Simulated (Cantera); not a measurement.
A closed system holds: 1 mol C3H8, 0.045 mol CO2, 44 mol H2, held at 25.0 bar.

Method: chemical equilibrium by Gibbs-energy minimisation in Cantera with the NASA 1993 tables (ideal gas, pure condensed phases). Candidate condensed phases: C, C6H6, C7H8, C8H18, H2O; 110 gas species. Kinetics and transport are ignored.

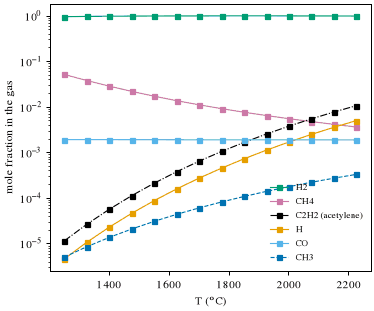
Figure. Equilibrium gas composition (values under 1e-9 drawn at 1e-9)

Read off the mole fractions at 1327 °C.

H2 about 0.96, CH4 about 0.038, CO about 0.0019, C2H2 (acetylene) about 2.6e-5, H about 1.1e-5, CH3 about 8.5e-6.
